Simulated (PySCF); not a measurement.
**Pb(OH)2: a change of charge**

How does Pb(OH)2 respond at fixed geometry? The runs cover a change of charge. The structure is generated, not taken from experiment.

The runs use PySCF 2.14.0; PBE0, Pb def2-SVP with ECP60, O def2-SVP, H def2-SVP; scalar-relativistic core potentials, no spin–orbit coupling.

1 further run of the same task is left out (for a known fault of the program).

**1. Where the work starts**

5 atoms, charge 0, spin multiplicity 1.

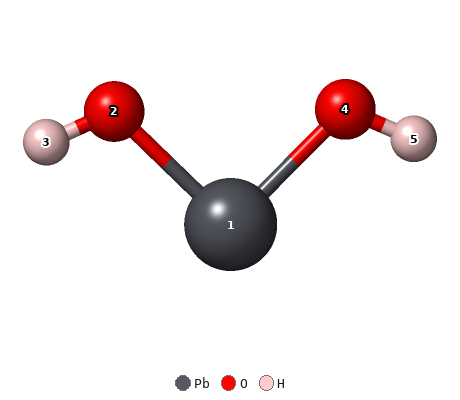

The geometry (lead dark grey, oxygen red, hydrogen pink); atoms are numbered from 1 in the order of the file.

Geometry (Å):

```csv
atom,x (Å),y (Å),z (Å)
Pb1,0.0000,0.0000,-0.4229
O2,1.5008,-0.0395,1.0487
H3,2.3842,-0.0643,0.6607
O4,-1.5008,0.0395,1.0487
H5,-2.3842,0.0643,0.6607
```

Formal oxidation states: Pb +2. An earlier session relaxed this geometry at PBE0, Pb def2-SVP with ECP60, O def2-SVP, H def2-SVP (singlet, point group C2v).

Its energy there is -344.258233 Eh.

**2. One electron removed, multiplicity 2**

run.py (the lines that set the calculation)

```python
mol = gto.M(atom='''
Pb     0.00000     0.00000    -0.42290
O      1.50077    -0.03949     1.04872
H      2.38423    -0.06430     0.66072
O     -1.50077     0.03949     1.04872
H     -2.38423     0.06430     0.66072''',
    basis={'Pb': 'def2-SVP', 'O': 'def2-SVP', 'H': 'def2-SVP'},
    ecp={'Pb': 'def2-SVP'},
    charge=1, spin=1)
mf = dft.UKS(mol, xc='PBE0')
mf.grids.atom_grid = (50, 194)
mf = mf.density_fit()  # fitting sets: Pb def2-universal-JKFIT, O def2-universal-JKFIT, H def2-universal-JKFIT
mf.conv_tol = 1e-08; mf.max_cycle = 55
mf.kernel(dm0)  # dm0: the density of the relaxed state
```

Run with:

```bash
> OMP_NUM_THREADS=2 python run.py
```

The log of the run:

```text
init E= -344.266261364777
  HOMO = -0.266434935793  LUMO = -0.250194591996  gap/eV = 0.44192
cycle= 1 E= -343.881561692934  delta_E= 0.385  |g|= 0.273  |ddm|= 0.821
  HOMO = -0.601882485222  LUMO = -0.495561727893  gap/eV = 2.89314
cycle= 2 E= -343.832850785294  delta_E= 0.0487  |g|= 0.456  |ddm|= 0.606
  HOMO = -0.53603804846  LUMO = -0.435905974626  gap/eV = 2.72473
cycle= 3 E= -343.918368898657  delta_E= -0.0855  |g|= 0.0491  |ddm|= 0.385
  HOMO = -0.531794498241  LUMO = -0.424884560459  gap/eV = 2.90917
cycle= 4 E= -343.919750025213  delta_E= -0.00138  |g|= 0.0142  |ddm|= 0.0855
  HOMO = -0.527155898431  LUMO = -0.419943455845  gap/eV = 2.91740
cycle= 5 E= -343.919974823849  delta_E= -0.000225  |g|= 0.00378  |ddm|= 0.0346
  HOMO = -0.526204534983  LUMO = -0.41893635829  gap/eV = 2.91892
cycle= 6 E= -343.919998965283  delta_E= -2.41e-05  |g|= 0.00303  |ddm|= 0.0128
  HOMO = -0.526154345658  LUMO = -0.418869660493  gap/eV = 2.91936
cycle= 7 E= -343.920000501886  delta_E= -1.54e-06  |g|= 0.00281  |ddm|= 0.00498
  HOMO = -0.526128984974  LUMO = -0.418833566349  gap/eV = 2.91966
cycle= 8 E= -343.920004543774  delta_E= -4.04e-06  |g|= 0.000239  |ddm|= 0.00294
  HOMO = -0.526099671451  LUMO = -0.41882296392  gap/eV = 2.91915
cycle= 9 E= -343.92000463023  delta_E= -8.65e-08  |g|= 3.76e-05  |ddm|= 0.000743
  HOMO = -0.52609716127  LUMO = -0.418821459632  gap/eV = 2.91912
cycle= 10 E= -343.920004632531  delta_E= -2.3e-09  |g|= 1.39e-05  |ddm|= 0.000126
  HOMO = -0.526092571327  LUMO = -0.418818539094  gap/eV = 2.91908
Extra cycle  E= -343.920004632449  delta_E= 8.21e-11  |g|= 2.3e-05  |ddm|= 4.01e-05
converged SCF energy = -343.920004632449  <S^2> = 0.77635987  2S+1 = 2.0261884
```

It took 4 s on 2 threads of Intel Xeon at 2.50GHz (Skylake/Cascade Lake), shared host.

Result: E = -343.920005 Eh (+9.204 eV from the relaxed state), HOMO -14.32 eV, LUMO -11.40 eV (over both spins), ⟨S²⟩ = 0.776, Mulliken charge on Pb1 +1.16 e. 

**3. One electron added, multiplicity 2**

run.py (the lines that set the calculation): that of step 2 with these lines changed.

```diff
@@ -8,3 +8,3 @@
     ecp={'Pb': 'def2-SVP'},
-    charge=1, spin=1)
+    charge=-1, spin=1)
 mf = dft.UKS(mol, xc='PBE0')
```

Run with:

```bash
> OMP_NUM_THREADS=2 python run.py
```

The log of the run:

```text
init E= -344.265497191034
  HOMO = -0.0713874355737  LUMO = -0.0655002098898  gap/eV = 0.16020
cycle= 1 E= -344.237963438802  delta_E= 0.0275  |g|= 0.135  |ddm|= 0.861
  HOMO = 0.107138870967  LUMO = 0.195301256557  gap/eV = 2.39902
cycle= 2 E= -344.248287264739  delta_E= -0.0103  |g|= 0.115  |ddm|= 0.644
  HOMO = 0.0824984062035  LUMO = 0.172539263944  gap/eV = 2.45014
cycle= 3 E= -344.254431510386  delta_E= -0.00614  |g|= 0.0218  |ddm|= 0.196
  HOMO = 0.0778994035236  LUMO = 0.168765611125  gap/eV = 2.47260
cycle= 4 E= -344.254513289669  delta_E= -8.18e-05  |g|= 0.0205  |ddm|= 0.041
  HOMO = 0.0769238303725  LUMO = 0.168247473646  gap/eV = 2.48504
cycle= 5 E= -344.254690475267  delta_E= -0.000177  |g|= 0.00122  |ddm|= 0.0163
  HOMO = 0.0766742431355  LUMO = 0.168224873711  gap/eV = 2.49122
cycle= 6 E= -344.254692964276  delta_E= -2.49e-06  |g|= 0.000589  |ddm|= 0.00417
  HOMO = 0.0766855506758  LUMO = 0.168275003898  gap/eV = 2.49228
cycle= 7 E= -344.254693488354  delta_E= -5.24e-07  |g|= 0.0002  |ddm|= 0.00162
  HOMO = 0.0766929248195  LUMO = 0.168288123855  gap/eV = 2.49243
cycle= 8 E= -344.254693581534  delta_E= -9.32e-08  |g|= 4e-05  |ddm|= 0.000865
  HOMO = 0.0766920553309  LUMO = 0.168283875906  gap/eV = 2.49234
cycle= 9 E= -344.254693583291  delta_E= -1.76e-09  |g|= 1.39e-05  |ddm|= 0.000105
  HOMO = 0.076692575638  LUMO = 0.168283546682  gap/eV = 2.49232
Extra cycle  E= -344.25469358324  delta_E= 5.06e-11  |g|= 2.14e-05  |ddm|= 3.46e-05
converged SCF energy = -344.25469358324  <S^2> = 0.75237333  2S+1 = 2.0023719
```

It took 3.5 s on 2 threads of Intel Xeon at 2.50GHz (Skylake/Cascade Lake), shared host.

It gives: E = -344.254694 Eh (+0.096 eV from the relaxed state), HOMO 2.09 eV, LUMO 4.58 eV (over both spins), ⟨S²⟩ = 0.752, Mulliken charge on Pb1 -0.06 e. The highest filled level lies above zero; it isn't the detachment energy.

**4. Results**

| state | energy from the relaxed state (eV) | ⟨S²⟩ | time |
| --- | --- | --- | --- |
| charge 0, singlet, vacuum (relaxed) | 0 | 0.00 |  |
| charge -1, doublet, vacuum | 0.10 | 0.75 | 3.5 s |
| charge +1, doublet, vacuum | 9.20 | 0.78 | 4 s |

An electron taken off or put on is at rest in vacuum. 

Removing an electron vertically costs 9.20 eV (doublet), against −HOMO = 7.03 eV. Adding an electron vertically costs 0.10 eV (doublet). These are double-zeta-type bases without diffuse functions. Spin–orbit coupling is left out.
